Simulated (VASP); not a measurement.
Band structure of TiC (rock salt). All values below come from RPBE GGA, VASP's PBE PAW potentials (set 64) (plane waves; VASP 6.6.1).

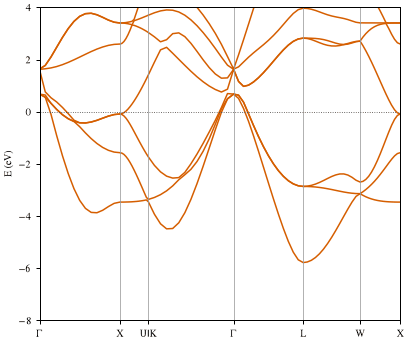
Figure: Bands along high-symmetry lines, zero at the valence-band maximum or, without a gap, the Fermi level

Problem. Read the plot: is there a gap, and where are the band edges?

Solution. It has no gap at this level: it comes out as a metal or semimetal. (Edges off the drawn lines would not show.)

The compound is TiC in the rock salt structure. It was relaxed first.
